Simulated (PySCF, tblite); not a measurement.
# 1-chloro-1-fluoropropane (C₃H₆ClF): isotopologues and vibrational averages

How do isotopes change the rotational constants and shieldings of 1-chloro-1-fluoropropane (C₃H₆ClF) (`CC[C@H](F)Cl`)?

Programs: PySCF 2.14.0 with density-fitted response routines of our own, and tblite 0.8.0. All values are computed, except where a source is named. Atoms count from 0 throughout.

## Step 1: The molecule as given

11 atoms, charge 0, multiplicity 1; geometry from: force field or distance geometry start.

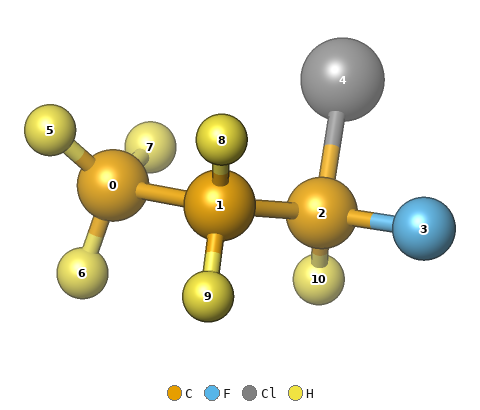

The starting geometry (carbon amber, fluorine blue, chlorine grey, hydrogen yellow), atoms numbered.

## Step 2: GFN2-xTB relaxation, lowest of a short conformer search

What the job is given:

```
{"job": {"xc": "GFN2-xTB", "basis": "xTB", "kind": "relax"}, "charge": 0, "multiplicity": 1}
C      1.243200     0.276800    -0.217300
C      0.022400    -0.672100    -0.234300
C     -1.092000     0.086900     0.377600
F     -2.261800    -0.657900     0.396100
Cl    -1.490900     1.517500    -0.601200
H      1.860300     0.143900    -1.074100
H      1.730400     0.103100     0.755000
H      0.800000     1.333900    -0.147100
H     -0.127000    -1.044900    -1.227500
H      0.268300    -1.546400     0.486900
H     -0.931300     0.469800     1.382000
```

Command:

```
$ OMP_NUM_THREADS=1 python ens_run.py task.json out
```

This one command runs the whole study; its stages follow in the order run.

The program printed:

```text
step      E/eV     max force
  0    -510.21639    2.700
  1    -510.42524    0.790
  2    -510.46606    0.584
  3    -510.51149    0.632
  4    -510.53513    0.397
  5    -510.55037    0.389
  6    -510.56093    0.283
  7    -510.57058    0.288
  8    -510.57943    0.264
  9    -510.58777    0.249
 10    -510.59532    0.230
 11    -510.60170    0.250
 12    -510.60733    0.199
 13    -510.61260    0.216
 14    -510.61668    0.167
 15    -510.61921    0.135
 16    -510.62077    0.102
 17    -510.62188    0.106
 18    -510.62285    0.094
 19    -510.62391    0.103
 20    -510.62533    0.112
 21    -510.62752    0.188
 22    -510.63091    0.222
 23    -510.63543    0.229
 24    -510.64017    0.192
 25    -510.64489    0.209
 26    -510.64960    0.240
 27    -510.65480    0.238
 28    -510.65955    0.230
 29    -510.66250    0.292
 30    -510.66681    0.240
 31    -510.66943    0.134
 32    -510.67139    0.108
 33    -510.67283    0.101
 34    -510.67406    0.100
 35    -510.67470    0.065
 36    -510.67498    0.043
 37    -510.67516    0.044
 38    -510.67534    0.043
 39    -510.67553    0.046
 40    -510.67571    0.031
 41    -510.67583    0.036
 42    -510.67596    0.042
 43    -510.67614    0.058
 44    -510.67646    0.058
 45    -510.67676    0.050
 46    -510.67697    0.046
 47    -510.67718    0.048
 48    -510.67747    0.065
 49    -510.67785    0.064
 50    -510.67825    0.054
 51    -510.67860    0.060
 52    -510.67897    0.059
 53    -510.67943    0.063
 54    -510.67987    0.051
 55    -510.68014    0.032
 56    -510.68025    0.026
 57    -510.68031    0.023
 58    -510.68036    0.018
 59    -510.68040    0.014
 60    -510.68043    0.013
 61    -510.68044    0.011
 62    -510.68046    0.007
 63    -510.68046    0.006
 64    -510.68047    0.003
```

Run time: 0.29 s. Hardware: 1 thread of Arm Neoverse V1, shared host.

The energy fell by 0.464 eV, and the atoms moved 0.32 Å (root mean square).

## Step 3: Tight optimisation and Hessian

What the job is given:

```
{"job": {"xc": "B3LYP", "basis": "pcSseg-1", "grid": 2, "temperatures": [300, 700], "kind": "geom"}, "charge": 0, "multiplicity": 1}
C      1.272929     0.284169    -0.186711
C      0.027226    -0.586975    -0.265061
C     -1.155978     0.060204     0.430683
F     -2.211489    -0.799280     0.469588
Cl    -1.689041     1.533079    -0.428806
H      2.100679    -0.206125    -0.691088
H      1.553968     0.459472     0.849026
H      1.095711     1.243955    -0.664411
H     -0.239145    -0.778348    -1.305911
H      0.204264    -1.548518     0.223291
H     -0.937427     0.349048     1.465544
```

The program printed:

```text
step   0  E = -18448.1400196 eV  max force = 0.57228
step   1  E = -18448.1732412 eV  max force = 0.10285
step   2  E = -18448.1743681 eV  max force = 0.03447
step   3  E = -18448.1745517 eV  max force = 0.01132
step   4  E = -18448.1745692 eV  max force = 0.00353
step   5  E = -18448.1745709 eV  max force = 0.00167
step   6  E = -18448.1745709 eV  max force = 0.00167
step   7  E = -18448.1745711 eV  max force = 0.00047
harmonic wavenumbers (cm-1): 116.5 212.8 237.2 363.9 401.6 488.6 656.2 827.0 907.8 1040.9 1067.4 1107.2 1146.8 1261.5 1321.8 1329.2 1402.3 1414.6 1475.7 1491.9 1500.2 3026.9 3028.1 3071.3 3093.9 3101.6 3112.9
```

It took 9.8 min on 1 thread of Arm Neoverse V1, shared host; peak memory 0.54 GiB.

## Step 4: Displacements along the modes, parent

What the job is given:

```
{"job": {"xc": "B3LYP", "basis": "pcSseg-1", "grid": 2, "temperatures": [300, 700], "kind": "vib", "mass_numbers": [12, 12, 12, 19, 35, 1, 1, 1, 1, 1, 1]}, "charge": 0, "multiplicity": 1}
C      1.292483     0.286307    -0.199079
C      0.025149    -0.564845    -0.256785
C     -1.171318     0.045809     0.438168
F     -2.217311    -0.842442     0.425761
Cl    -1.729686     1.575271    -0.375425
H      2.126196    -0.245696    -0.667924
H      1.581595     0.508652     0.835245
H      1.160529     1.236767    -0.725100
H     -0.259529    -0.782159    -1.292605
H      0.192321    -1.531812     0.236696
H     -0.978731     0.324830     1.477195
```

The program printed:

```text
mode    cm-1    km/mol   phi_rrr   E(+)/cm-1  E(-)/cm-1
  1    116.45     0.68      24.6      27.71      25.39
  2    212.77     0.29      20.3      45.08      42.64
  3    237.17     1.29      22.9      49.37      47.12
  4    363.88     2.68      35.2      66.89      64.19
  5    401.59     5.41     -18.9      72.10      72.96
  6    488.64     7.17     -39.4      86.66      89.31
  7    656.23    58.50    -113.8     114.54     122.45
  8    826.99    37.83     -10.2     149.37     150.20
  9    907.79    41.05     -81.9     161.02     166.59
 10   1040.94    27.58    -139.6     182.53     192.71
 11   1067.40    64.96     105.5     196.13     188.56
 12   1107.15    61.75    -114.6     195.11     203.79
 13   1146.79     9.88     100.9     210.15     202.88
 14   1261.45     9.91       2.7     227.50     227.16
 15   1321.82    35.68       9.8     238.89     237.73
 16   1329.17     5.42     -41.8     238.32     241.27
 17   1402.32    14.09       9.6     253.26     252.06
 18   1414.58     1.98     103.4     258.64     251.21
 19   1475.71     3.69      70.2     268.32     263.14
 20   1491.88    10.18     -50.1     266.81     270.36
 21   1500.17    14.02      34.2     271.37     268.80
 22   3026.89     8.89   -1325.6     500.20     595.42
 23   3028.06    22.67     946.7     580.85     512.85
 24   3071.27     0.84     856.4     586.12     524.58
 25   3093.89     3.25     666.1     582.86     534.83
 26   3101.58    38.06    -367.5     546.69     573.07
 27   3112.86    14.76     619.2     585.37     541.15
```

Wall time 11 min (1 thread of Arm Neoverse V1, shared host); peak memory 0.55 GiB.

## Step 5: Displacements along the modes, 13C at atom 1

Changed since step 4:

```diff
@@ -1,2 +1,2 @@
-{"job": {"xc": "B3LYP", "basis": "pcSseg-1", "grid": 2, "temperatures": [300, 700], "kind": "vib", "mass_numbers": [12, 12, 12, 19, 35, 1, 1, 1, 1, 1, 1]}, "charge": 0, "multiplicity": 1}
+{"job": {"xc": "B3LYP", "basis": "pcSseg-1", "grid": 2, "temperatures": [300, 700], "kind": "vib", "mass_numbers": [12, 13, 12, 19, 35, 1, 1, 1, 1, 1, 1]}, "charge": 0, "multiplicity": 1}
 C      1.292483     0.286307    -0.199079
```

The program printed:

```text
mode    cm-1    km/mol   phi_rrr   E(+)/cm-1  E(-)/cm-1
  1    115.87     0.66      24.2      27.45      25.15
  2    212.63     0.29     -21.2      42.21      44.74
  3    235.71     1.21     -22.6      47.33      49.55
  4    363.04     2.81     -34.1      64.07      66.70
  5    396.81     5.17     -19.4      71.21      72.11
  6    487.24     6.99      39.3      89.06      86.41
  7    654.77    56.52     109.7     122.06     114.43
  8    824.81    39.43      11.1     149.82     148.93
  9    904.16    41.96      84.3     165.99     160.24
 10   1026.51    21.63     158.9     190.82     179.25
 11   1063.99    53.34     -75.6     189.01     194.39
 12   1100.95    79.61     145.7     203.84     192.94
 13   1136.63     8.87     -95.3     201.25     208.13
 14   1258.23    10.81      -2.1     226.62     226.94
 15   1318.00    20.65      -0.7     237.41     237.96
 16   1325.72    19.52     -37.6     237.75     240.59
 17   1393.52    12.93      -1.8     250.88     251.48
 18   1413.39     3.97    -110.3     250.75     258.79
 19   1472.21     4.16     -73.6     262.40     267.80
 20   1491.37    10.06      59.6     270.61     266.39
 21   1498.71    13.12     -28.6     268.74     270.92
 22   3020.32    13.15    1513.4     601.71     493.03
 23   3027.93    18.48   -1123.6     506.76     587.47
 24   3062.20     1.46   -1028.8     517.36     591.26
 25   3093.88     3.27    -649.0     535.42     582.22
 26   3100.00    38.53     569.1     580.22     539.34
 27   3112.57    13.81    -581.8     542.52     584.06
```

It took 11 min on 1 thread of Arm Neoverse V1, shared host; peak memory 0.55 GiB.

## Step 6: Vibrational averages by isotopologue

What the job is given:

```
{"job": {"xc": "B3LYP", "basis": "pcSseg-1", "grid": 2, "temperatures": [300, 700], "kind": "iso"}, "charge": 0, "multiplicity": 1}
C      1.292483     0.286307    -0.199079
C      0.025149    -0.564845    -0.256785
C     -1.171318     0.045809     0.438168
F     -2.217311    -0.842442     0.425761
Cl    -1.729686     1.575271    -0.375425
H      2.126196    -0.245696    -0.667924
H      1.581595     0.508652     0.835245
H      1.160529     1.236767    -0.725100
H     -0.259529    -0.782159    -1.292605
H      0.192321    -1.531812     0.236696
H     -0.978731     0.324830     1.477195
```

The program printed:

```text
parent
  Be/MHz 4698.483 3132.552 2012.419
  B0/MHz 4679.979 3093.967 1993.98
  ZPE/cm-1 19102.7
  <sigma>(0 K)/ppm 164.306 137.418 55.206 288.019 646.886 29.725 30.082 29.649 28.921 28.822 24.871
13C at atom 1
  Be/MHz 4683.396 3099.205 1997.522
  B0/MHz 4665.168 3061.372 1979.434
  ZPE/cm-1 19055.6
  <sigma>(0 K)/ppm 164.316 137.434 55.213 288.043 646.928 29.725 30.083 29.650 28.923 28.823 24.871
```

It took 31 min on 1 thread of Arm Neoverse V1, shared host; peak memory 0.55 GiB. This counts the whole study up to here.

Rotational constants (MHz) at equilibrium and in the ground state:

| isotopologue | Be | B0 | zero-point change (cm⁻¹) |
| --- | --- | --- | --- |
| parent | 4698.5, 3132.6, 2012.4 | 4680.0, 3094.0, 1994.0 | 0.0 |
| 13C at atom 1 | 4683.4, 3099.2, 1997.5 | 4665.2, 3061.4, 1979.4 | -47.1 |

Shieldings of the first species (ppm): at equilibrium, the vibrational parts at 0 K, and the averages:

| atom | equilibrium | anharmonic | harmonic | 0 K | 300 K | 700 K |
| --- | --- | --- | --- | --- | --- | --- |
| C0 | 168.97 | 0.74 | -5.40 | 164.31 | 164.28 | 164.17 |
| C1 | 142.87 | -1.31 | -4.14 | 137.42 | 137.24 | 136.47 |
| C2 | 59.18 | -2.10 | -1.87 | 55.21 | 54.80 | 53.16 |
| F3 | 300.85 | -3.58 | -9.25 | 288.02 | 285.93 | 279.22 |
| Cl4 | 671.64 | -8.76 | -15.99 | 646.89 | 642.45 | 627.21 |
| H5 | 30.42 | 0.10 | -0.80 | 29.72 | 29.72 | 29.66 |
| H6 | 30.80 | 0.10 | -0.81 | 30.08 | 30.04 | 29.91 |
| H7 | 30.35 | 0.13 | -0.83 | 29.65 | 29.63 | 29.55 |
| H8 | 29.66 | -0.16 | -0.58 | 28.92 | 28.88 | 28.73 |
| H9 | 29.56 | -0.15 | -0.60 | 28.82 | 28.79 | 28.67 |
| H10 | 25.46 | -0.20 | -0.39 | 24.87 | 24.86 | 24.76 |

Isotope effects on the shieldings at 0 K (ppb; positive means more shielded):

| atom | 13C at atom 1 |
| --- | --- |
| C0 | 10 |
| C1 | 16 |
| C2 | 7 |
| F3 | 24 |
| Cl4 | 42 |
| H5 | 0 |
| H6 | 1 |
| H7 | 1 |
| H8 | 2 |
| H9 | 1 |
| H10 | 0 |

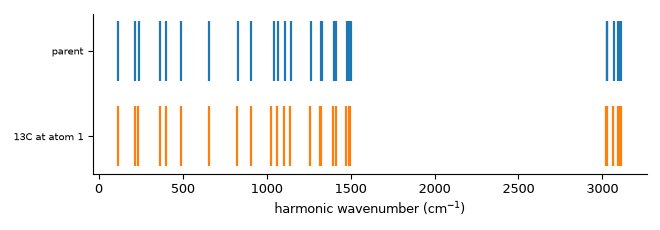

Harmonic wavenumbers of each isotopologue.

## Step 7: Outcome

| quantity | value |
| --- | --- |
| point group | C1 |
| B0 of the first species | 4680.0, 3094.0, 1994.0 MHz |
| zero-point energy | 19103 cm⁻¹ |
| zero-point change of σ(Cl4) | -24.75 ppm |

What this shows: Zero-point motion changes the shielding of Cl4 most, by -24.75 ppm. The largest secondary isotope effect is 42 ppb on Cl4, 2 bonds from the change (13C at atom 1). The job flags a low mode; perturbation theory is less sure for low modes. Internal rotors are held in one well.
